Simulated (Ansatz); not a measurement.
A series of calculations on GaH₃OCl₂

## 1. Relaxation

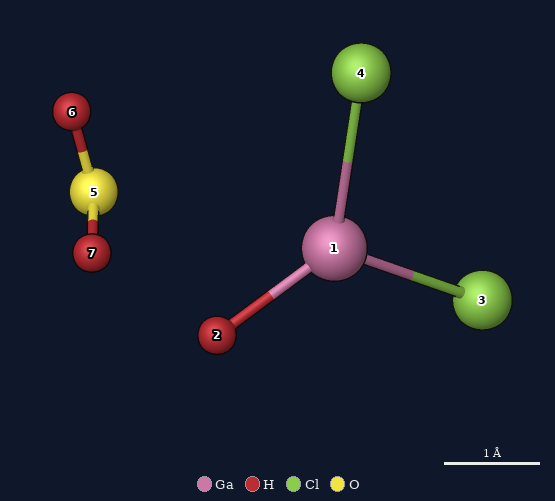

This is the input geometry for a relaxation of GaH3OCl2. The picture is a ball-and-stick view, seen from a free direction.

The run prepares an end point of a later path (reaction) calculation, from a guessed geometry.

These are results of RKS revPBE/def2-SVP (Ansatz), not measurements.

Input file:
```yaml
crystal:
  periodic: [false, false, false]
  atoms:
    - { symbol: Ga, position_ang: [0.105124, 0.291897, -0.115685] }
    - { symbol: H, position_ang: [0.063919, 0.156865, 1.449281] }
    - { symbol: Cl, position_ang: [1.913184, 0.681203, -1.234294] }
    - { symbol: Cl, position_ang: [-1.75229, 0.252148, -1.241785] }
    - { symbol: O, position_ang: [0.144537, -2.46698, 1.000671] }
    - { symbol: H, position_ang: [-0.751285, -2.75741, 0.729918] }
    - { symbol: H, position_ang: [-0.050789, -1.705522, 1.609495] }
basis:
  gaussian: { orbitals: def2-SVP }
hamiltonian:
  xc: revpbe
relax:
  f_tol: 0.03
  max_steps: 50
output:
  orbitals: {}
```

Command:
```bash
ansatz run input.yaml --threads 2 --pin off --max-ram 3072MiB --backend cpu --events-out ev --progress --plain --runs-dir out
```

What does the optimiser find from here?

Answer. The energy falls by 54.7 kJ/mol in 9 geometry steps. Largest force component: 0.77 eV/Å at the start, 0.016 eV/Å at the end. The atom that moves furthest after the best rigid fit is H6 (0.68 Å). By element the largest moves are H 0.68 Å, Cl 0.57 Å, O 0.54 Å, Ga 0.32 Å. Near-neighbour distances that change, for instance: Ga1–O5 2.976 → 2.187 Å, Ga1–Cl4 2.172 → 2.220 Å, Ga1–Cl3 2.161 → 2.182 Å, O5–H7 0.994 → 0.978 Å. New bonds form, among them: Ga1–O5 (2.98 → 2.19 Å). Bond angles that change, for instance: Cl3–Ga1–Cl4 116.8° → 114.1°, H6–O5–H7 102.5° → 104.7°.

The structure at the end:

```xyz
7

Ga    0.1162    0.1044    0.1425
H     0.0639    0.8045    1.5467
Cl    1.8801    0.2359   -1.1357
Cl   -1.7786   -0.2438   -0.9613
O     0.1382   -2.0048    0.7199
H    -0.6533   -2.3131    0.2235
H    -0.0941   -2.1309    1.6620
```

The end point in the same view:

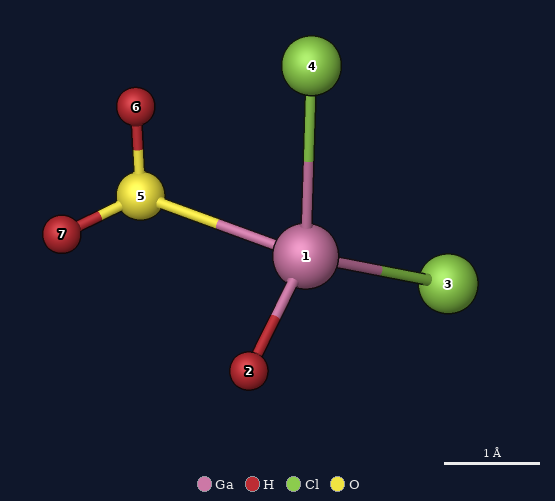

## 2. Relaxation

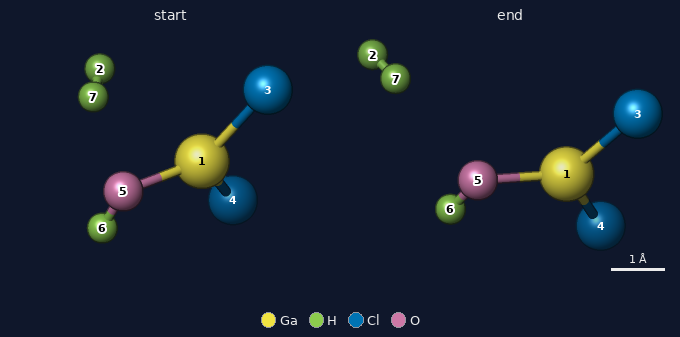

The structure of GaH3OCl2 before (left) and after (right) a relaxation, at one scale.

The picture is a ball-and-stick view, seen at a tilt.

The run prepares an end point of a later path (reaction) calculation, from a guessed geometry.

Computed with RKS revPBE/def2-SVP in Ansatz. (no spin polarisation; force threshold 0.03 eV/Å; at most 50 steps)

Question: Describe what moved and what it gained.

Answer: After 19 accepted moves (20 points after the start) the energy has fallen by 13.5 kJ/mol. Largest force component: 1.8 eV/Å at the start, 0.028 eV/Å at the end. The line search rejected the trial step at point 8 of the run. The forces were under the threshold at step 9, but the run went on from there. H2 moves most after the best rigid fit: 1.32 Å. Largest moves by element: H 1.32 Å, Cl 0.76 Å, Ga 0.54 Å, O 0.38 Å. Near-neighbour distances that change, for instance: H2–H7 0.722 → 0.767 Å, Ga1–Cl4 2.169 → 2.162 Å, Ga1–O5 1.796 → 1.801 Å, Ga1–Cl3 2.152 → 2.148 Å. Cost: 25 s on 2 threads of Intel(R) Xeon(R) Platinum 8488C (Sapphire Rapids), on a shared host, peak memory 0.16 GiB.

Limits of the set-up: the start holds two separate molecules, 2.2 Å apart at their closest, whose relative position is a soft coordinate and is computed without a dispersion correction.

## 3. Path

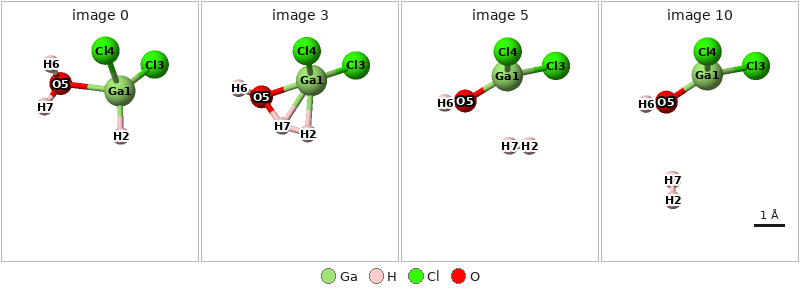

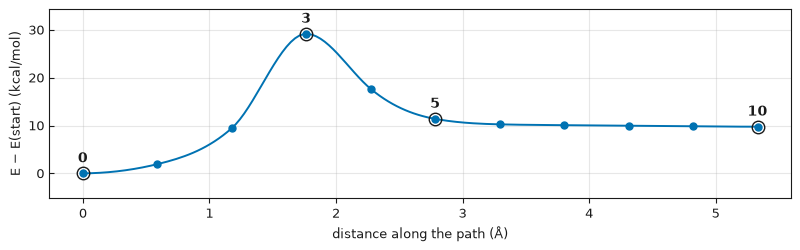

NEB run on GaH3OCl2. Images are numbered from 0 (start) to 10 (end). The picture is a ball-and-stick view, seen from a free direction.

Computed with Ansatz, RKS revPBE/def2-SVP. Settings: 9 movable images; climbing image; force threshold 0.05 eV/Å; iteration limit 60; starting path through a guess of the saddle point.

Q: What happens along the path, and what is the barrier?

A: Breaking: Ga1–H2 (1.57 → 1.84 at the top → 4.47 Å), O5–H7 (0.98 → 1.35 at the top → 2.72 Å). Forming: H2–H7 (2.94 → 1.00 at the top → 0.77 Å). Forward barrier 29.2 kcal/mol, backward barrier 19.4 kcal/mol, with image 3 at the top; the reaction energy is +9.8 kcal/mol. The band converged in 15 iterations. The largest component of the band force went from 5.9 to 0.022 eV/Å. The climbing image converged on the top of the path. Its vibrational analysis gives one imaginary mode (1089i cm⁻¹), as a transition state must have.

Cost: 2.6 min on 2 threads of Intel(R) Xeon(R) Platinum 8488C (Sapphire Rapids), on a shared host, peak memory 0.16 GiB.
